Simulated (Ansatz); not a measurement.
## Geometry relaxation of GeH₃SOF₃ (part 2 of 2)

The same run, continued: GeH₃SOF₃; RKS PBE-D4/def2-SVP (Ansatz 0.2.0). The input holds or restrains some coordinates. It belongs to a series of runs on one base structure; here: pulled along the bonds that form and break, towards end A.

Geometry of the input (Å):
```
Ge 0.0000  0.0000  0.0000
F  0.0000  0.0000  2.0300
F  1.5842  0.0000  -0.5594
F  -0.7913  1.3709  -0.5594
O  -0.8337  -1.4443  -0.5894
H  -1.2883  -1.9100  0.1830
S  1.3309  -2.0210  0.8041
H  0.5459  -3.1743  0.6869
H  0.6584  -0.9999  1.9260
```

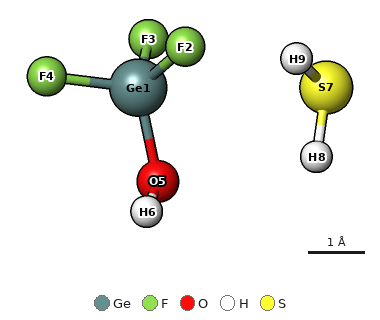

*The geometry at step 11 of the log (ball-and-stick view, seen on its broad side; atoms are numbered from 1 in the order of the input).*

Trajectory as extended XYZ (Å, eV, eV/Å), 20 frames, from step=1 to step=20
```
9
Properties=species:S:1:pos:R:3:forces:R:3 step=1 energy=-77559.52792
Ge    0.0000    0.0000    0.0000   -0.3693  -3.3950   1.7542
F     0.0000    0.0000    2.0300   -0.6028   1.3036  -0.7467
F     1.5842    0.0000   -0.5594    1.9409   2.3638  -1.6040
F    -0.7913    1.3709   -0.5594   -0.6275   1.5299  -0.1452
O    -0.8337   -1.4443   -0.5894   -2.6612  -0.0470   0.0360
H    -1.2883   -1.9100    0.1830    0.6405   0.7402  -1.1469
S     1.3309   -2.0210    0.8041    1.1120  -1.9105   1.9829
H     0.5459   -3.1743    0.6869    0.1594   0.8286   0.5154
H     0.6584   -0.9999    1.9260    0.4079  -1.4135  -0.6457
9
Properties=species:S:1:pos:R:3:forces:R:3 step=2 energy=-77560.37047
Ge   -0.0608    0.0750    0.0180    1.6032  -4.6556   2.1779
F    -0.0670    0.1057    1.9616   -0.4118   0.8142  -1.8935
F     1.5709    0.0245   -0.5606   -0.0104   1.5553  -0.4697
F    -0.8121    1.4101   -0.5708   -1.3480   2.6926  -0.8188
O    -0.8524   -1.4266   -0.5868   -1.2714   0.7229   0.5319
H    -1.2849   -1.9051    0.1759    0.4079   0.5538  -0.7405
S     1.4304   -2.1506    0.9105    0.4660  -0.0620   1.7620
H     0.5411   -3.1778    0.6925   -0.1003   0.4588   0.5662
H     0.7410   -1.1337    1.8815    0.6647  -2.0800  -1.1155
9
Properties=species:S:1:pos:R:3:forces:R:3 step=3 energy=-77561.02886
Ge   -0.1170    0.1457    0.0470    2.7741  -5.5478   1.4495
F    -0.1444    0.2251    1.8690   -0.2285   0.4223  -1.3996
F     1.5514    0.0375   -0.5553   -1.1544   1.2055   0.1995
F    -0.8351    1.4538   -0.5872   -1.7732   3.4006  -1.3860
O    -0.8553   -1.4103   -0.5750   -0.5121   1.2720   0.6460
H    -1.2818   -1.8995    0.1709    0.1902   0.3905  -0.3731
S     1.5126   -2.2566    0.9939    0.3701   0.1254   1.2244
H     0.5374   -3.1734    0.7000   -0.1119   0.4105   0.4821
H     0.8383   -1.3009    1.8585    0.4455  -1.6789  -0.8428
9
Properties=species:S:1:pos:R:3:forces:R:3 step=4 energy=-77561.58467
Ge   -0.1575    0.1883    0.0489    1.9600  -3.8777  -1.2010
F    -0.1913    0.2992    1.7639   -0.1497   0.2806   0.7193
F     1.5094    0.0707   -0.5433   -1.1309   0.8806   0.3251
F    -0.8757    1.5304   -0.6210   -0.9482   1.7950  -0.7508
O    -0.8673   -1.3791   -0.5638   -0.1517   1.2744   0.4969
H    -1.2803   -1.8849    0.1687    0.0236   0.2613  -0.1039
S     1.6185   -2.3895    1.0913   -0.1754  -0.1423   0.5939
H     0.5356   -3.1586    0.7144    0.2901   0.4297   0.3286
H     0.9147   -1.4551    1.8626    0.2822  -0.9016  -0.4082
9
Properties=species:S:1:pos:R:3:forces:R:3 step=5 energy=-77562.00756
Ge   -0.1370    0.1538   -0.0312    0.4636  -1.0898  -1.5318
F    -0.1303    0.2250    1.6748   -0.0995   0.1559   1.1007
F     1.4893    0.2326   -0.6439   -0.4880   0.1911   0.1189
F    -0.9320    1.5664   -0.6013   -0.1488   0.2300  -0.0558
O    -0.9538   -1.3244   -0.6241    0.1437   0.6022   0.2339
H    -1.3463   -1.8116    0.1285   -0.0103   0.1167  -0.0341
S     1.6967   -2.4812    1.2378   -0.5187   0.0879   0.2581
H     0.5771   -3.1407    0.7837    0.3217   0.1922   0.1598
H     0.9424   -1.5985    1.9975    0.3363  -0.4862  -0.2496
9
Properties=species:S:1:pos:R:3:forces:R:3 step=6 energy=-77562.06539
Ge   -0.1233    0.1171   -0.0545   -0.1097  -0.1764  -1.2050
F    -0.1269    0.1552    1.6580   -0.0653   0.0831   0.9611
F     1.4750    0.2533   -0.6836   -0.0376   0.0534  -0.0178
F    -0.9220    1.5670   -0.5615    0.0158  -0.0039   0.0466
O    -1.0131   -1.2784   -0.6848    0.1294   0.1313   0.1941
H    -1.4520   -1.7452    0.0555   -0.0003   0.0609  -0.0710
S     1.7469   -2.4710    1.2746   -0.3706   0.1918   0.2344
H     0.6393   -3.1622    0.8724    0.1150   0.0456   0.0527
H     0.9822   -1.6145    2.0457    0.3233  -0.3857  -0.1952
9
Properties=species:S:1:pos:R:3:forces:R:3 step=7 energy=-77562.07716
Ge   -0.1248    0.1257   -0.0778   -0.0148  -0.1933  -1.0652
F    -0.0986    0.1111    1.6342   -0.0896   0.1495   0.9892
F     1.4601    0.2967   -0.7303   -0.0257   0.0322  -0.0284
F    -0.9403    1.5836   -0.5272   -0.0268   0.0374   0.0310
O    -0.9975   -1.2698   -0.7148    0.0961   0.1102   0.0004
H    -1.4906   -1.7078    0.0053   -0.0281   0.0172   0.0191
S     1.7413   -2.4555    1.2604   -0.1972   0.2497   0.2973
H     0.6544   -3.2186    0.9716   -0.0329  -0.0374   0.0035
H     1.0021   -1.6439    2.1006    0.3190  -0.3656  -0.2469
9
Properties=species:S:1:pos:R:3:forces:R:3 step=8 energy=-77562.07833
Ge   -0.1184    0.1269   -0.0916   -0.0509   0.0912  -0.8533
F    -0.0894    0.0880    1.6240   -0.0684   0.1561   0.8775
F     1.4524    0.3539   -0.7577    0.0213  -0.0242  -0.0177
F    -0.9634    1.5863   -0.4987    0.0168  -0.0523   0.0530
O    -0.9700   -1.2644   -0.7412   -0.1166  -0.1363   0.0349
H    -1.5315   -1.6650   -0.0440    0.0976   0.0926  -0.1275
S     1.7383   -2.4593    1.2332   -0.6360   0.0492   0.3423
H     0.6548   -3.3007    1.0882    0.3462   0.2583   0.0424
H     1.0332   -1.6443    2.1097    0.3901  -0.4346  -0.3517
9
Properties=species:S:1:pos:R:3:forces:R:3 step=9 energy=-77562.08847
Ge   -0.1294    0.0953   -0.0821    0.0448   0.0680  -1.0846
F    -0.1154    0.0334    1.6288   -0.0622   0.0587   1.0009
F     1.4456    0.3258   -0.7404   -0.0212  -0.0115   0.0188
F    -0.9709    1.5717   -0.4269   -0.0188  -0.0071   0.0023
O    -0.9603   -1.2748   -0.8115   -0.0879  -0.0158   0.1957
H    -1.6486   -1.5861   -0.1855    0.0622   0.0132  -0.1551
S     1.7573   -2.4852    1.2194   -0.1906   0.3175   0.3204
H     0.6452   -3.2724    1.2155    0.0113   0.0488   0.0284
H     1.1827   -1.5863    2.1047    0.2624  -0.4718  -0.3269
9
Properties=species:S:1:pos:R:3:forces:R:3 step=10 energy=-77562.09395
Ge   -0.1186    0.0843   -0.0698    0.0124   0.0221  -1.0061
F    -0.0741    0.0586    1.6419   -0.0501   0.0708   0.9788
F     1.4459    0.3256   -0.7475   -0.0367  -0.0284   0.0043
F    -0.9928    1.5380   -0.4250   -0.0355   0.0242  -0.0071
O    -0.9350   -1.3068   -0.7712    0.4602   0.1121  -0.2626
H    -1.6930   -1.5643   -0.2292   -0.4336  -0.0999   0.2732
S     1.7700   -2.4892    1.2401   -0.1412   0.3595   0.3244
H     0.6333   -3.2278    1.1705   -0.0721  -0.0566  -0.0187
H     1.1705   -1.5970    2.1120    0.2964  -0.4038  -0.2862
9
Properties=species:S:1:pos:R:3:forces:R:3 step=11 energy=-77562.05432 accepted=F
Ge   -0.0960    0.0543   -0.0419   -0.1228   0.1717  -0.8128
F    -0.0053    0.0987    1.6719   -0.0165   0.0709   0.8254
F     1.4465    0.3172   -0.7546    0.0300  -0.0153  -0.0139
F    -1.0394    1.4668   -0.4113    0.0116  -0.0722   0.0073
O    -0.8680   -1.3801   -0.7006   -2.0093  -0.4400   0.7251
H    -1.8319   -1.4854   -0.3455    2.0418   0.3648  -0.7426
S     1.8064   -2.5007    1.2795   -0.4393   0.2721   0.3071
H     0.6165   -3.1473    1.1021    0.1404  -0.0088  -0.0604
H     1.1773   -1.6020    2.1221    0.3640  -0.3432  -0.2353
9
Properties=species:S:1:pos:R:3:forces:R:3 step=12 energy=-77562.10760
Ge   -0.1062    0.0735   -0.0569   -0.0216   0.0215  -0.9574
F    -0.0384    0.0845    1.6550   -0.0355   0.0946   0.9391
F     1.4478    0.3232   -0.7530   -0.0279  -0.0218  -0.0013
F    -1.0201    1.4999   -0.4289   -0.0202   0.0061   0.0023
O    -0.8998   -1.3463   -0.7260    0.1220  -0.0589  -0.0211
H    -1.7423   -1.5221   -0.2668   -0.0975   0.0529   0.0207
S     1.7819   -2.4933    1.2659   -0.2181   0.3083   0.3085
H     0.6256   -3.1927    1.1087   -0.0014  -0.0117  -0.0238
H     1.1578   -1.6054    2.1237    0.3003  -0.3911  -0.2671
9
Properties=species:S:1:pos:R:3:forces:R:3 step=13 energy=-77562.11781
Ge   -0.0957    0.0592   -0.0387   -0.0262   0.0338  -0.8792
F     0.0000    0.1157    1.6728   -0.0226   0.1148   0.8588
F     1.4482    0.3114   -0.7554   -0.0291  -0.0145   0.0000
F    -1.0452    1.4567   -0.4350   -0.0155  -0.0137   0.0110
O    -0.8685   -1.3911   -0.6648   -0.5370  -0.1965   0.2237
H    -1.7917   -1.4857   -0.3175    0.5596   0.1649  -0.2314
S     1.7937   -2.5001    1.2949   -0.3955   0.2253   0.2575
H     0.6119   -3.1371    1.0295    0.1690   0.0864   0.0179
H     1.1534   -1.6076    2.1360    0.2972  -0.4004  -0.2582
9
Properties=species:S:1:pos:R:3:forces:R:3 step=14 energy=-77562.14375
Ge   -0.0740    0.0505   -0.0169   -0.1843  -0.2124  -0.9012
F     0.0861    0.1609    1.6844    0.0432   0.1979   0.8779
F     1.4319    0.3170   -0.8008    0.0391   0.0420  -0.0045
F    -1.1177    1.3786   -0.4197    0.0232  -0.0221  -0.0030
O    -0.8243   -1.4567   -0.5500    0.0654   0.0260   0.0666
H    -1.7917   -1.4088   -0.4207   -0.0605   0.0552  -0.0476
S     1.7780   -2.5245    1.3368   -0.2494   0.3232   0.2721
H     0.5922   -3.0681    0.9444    0.0233   0.0165  -0.0023
H     1.1255   -1.6275    2.1644    0.2999  -0.4262  -0.2578
9
Properties=species:S:1:pos:R:3:forces:R:3 step=15 energy=-77562.04510 accepted=F
Ge   -0.0630    0.0276    0.0186   -0.2340  -0.3244  -0.7905
F     0.1557    0.2108    1.7088    0.0827   0.2272   0.7561
F     1.4143    0.2949   -0.8205    0.0552   0.1077  -0.0061
F    -1.1730    1.2997   -0.4107    0.1139  -0.1304  -0.0002
O    -0.8106   -1.5256   -0.4113   -2.6448   0.8558  -0.3794
H    -1.8268   -1.2999   -0.5843    2.5868  -0.6516   0.3945
S     1.7889   -2.5458    1.3743   -0.4632   0.3180   0.1677
H     0.5993   -3.0091    0.8753    0.1845   0.0459   0.0916
H     1.1214   -1.6311    2.1716    0.3189  -0.4481  -0.2337
9
Properties=species:S:1:pos:R:3:forces:R:3 step=16 energy=-77562.15201
Ge   -0.0789    0.0313   -0.0042   -0.1118  -0.1225  -0.9112
F     0.0940    0.1648    1.6934    0.0518   0.1797   0.8943
F     1.4264    0.3012   -0.7912    0.0255   0.0151  -0.0007
F    -1.1180    1.3585   -0.4210   -0.0102  -0.0203  -0.0078
O    -0.8478   -1.4724   -0.5158   -0.3293   0.0344   0.0800
H    -1.8269   -1.3573   -0.4934    0.3361  -0.0090  -0.0595
S     1.7996   -2.5259    1.3474   -0.2678   0.3559   0.2509
H     0.6133   -3.0574    0.9419    0.0021  -0.0052   0.0002
H     1.1444   -1.6213    2.1648    0.3035  -0.4282  -0.2462
9
Properties=species:S:1:pos:R:3:forces:R:3 step=17 energy=-77562.15250
Ge   -0.0807    0.0266    0.0114   -0.0735  -0.1413  -0.8831
F     0.1206    0.1829    1.7040    0.0716   0.1867   0.8684
F     1.4131    0.3042   -0.7970    0.0275   0.0311   0.0076
F    -1.1414    1.3346   -0.4136   -0.0120  -0.0292  -0.0117
O    -0.8485   -1.4903   -0.4627   -0.9354   0.1805  -0.0525
H    -1.8262   -1.3163   -0.5814    0.8948  -0.1624   0.0621
S     1.8009   -2.5360    1.3454   -0.2763   0.3751   0.2381
H     0.6083   -3.0696    0.9595    0.0096   0.0038   0.0134
H     1.1599   -1.6148    2.1562    0.2935  -0.4445  -0.2422
9
Properties=species:S:1:pos:R:3:forces:R:3 step=18 energy=-77562.16458
Ge   -0.0577    0.0316    0.0162   -0.2750  -0.0378  -0.8918
F     0.2495    0.2052    1.6900    0.0965   0.2137   0.8169
F     1.3697    0.4288   -0.8683   -0.0190  -0.0961   0.0478
F    -1.2210    1.2653   -0.3766    0.0576  -0.0126   0.0366
O    -0.8363   -1.4974   -0.3952   -0.0043  -0.0784   0.0019
H    -1.7488   -1.3148   -0.7058    0.1009   0.0565   0.0081
S     1.7511   -2.5833    1.3564   -0.2350   0.4082   0.2318
H     0.5265   -3.0685    1.0111    0.0039  -0.0067   0.0007
H     1.1731   -1.6454    2.1941    0.2744  -0.4468  -0.2519
9
Properties=species:S:1:pos:R:3:forces:R:3 step=19 energy=-77562.16995
Ge   -0.0986    0.0111    0.0393   -0.0216   0.0301  -1.0042
F     0.1630    0.1864    1.7211    0.0578   0.1823   0.8148
F     1.3934    0.2917   -0.7937   -0.2163  -0.0240   0.0988
F    -1.1723    1.3104   -0.4097    0.1335  -0.1422   0.0529
O    -0.9241   -1.4926   -0.3763   -0.0669   0.0456  -0.0124
H    -1.7969   -1.2631   -0.7642    0.1263  -0.0322   0.0486
S     1.8172   -2.5475    1.3354   -0.3056   0.4014   0.2231
H     0.6004   -3.0663    1.0079    0.0139  -0.0144   0.0196
H     1.2241   -1.6087    2.1620    0.2790  -0.4466  -0.2413
9
Properties=species:S:1:pos:R:3:forces:R:3 step=20 energy=-77562.17302
Ge   -0.0992    0.0247    0.0319   -0.0987  -0.1872  -0.8335
F     0.1790    0.1751    1.7122    0.0735   0.2231   0.8537
F     1.3717    0.3257   -0.8156    0.0029   0.0083  -0.0054
F    -1.1786    1.3175   -0.3925   -0.0023   0.0097   0.0004
O    -0.9145   -1.4861   -0.3720    0.0065   0.0088  -0.0039
H    -1.7716   -1.2683   -0.7928    0.0023  -0.0043  -0.0039
S     1.8034   -2.5459    1.3172   -0.2751   0.3846   0.2496
H     0.5871   -3.1061    1.0679    0.0106  -0.0058  -0.0006
H     1.2289   -1.6152    2.1655    0.2803  -0.4373  -0.2563
```

Summary

| quantity | value |
| --- | --- |
| outcome | converged under the restraints of the input |
| total energy | −77562.1731 eV |
| mean-field energy | −77561.9686 eV |
| largest force (length of the vector) at the end, held atoms and coordinates included | 0.885 eV/Å |
| hardware | 4 threads of AMD EPYC (Zen 3), 24 GiB of memory available, shared host |
| wall time | 24 s (CPU time 86 s) |
| peak memory | 0.21 GiB |
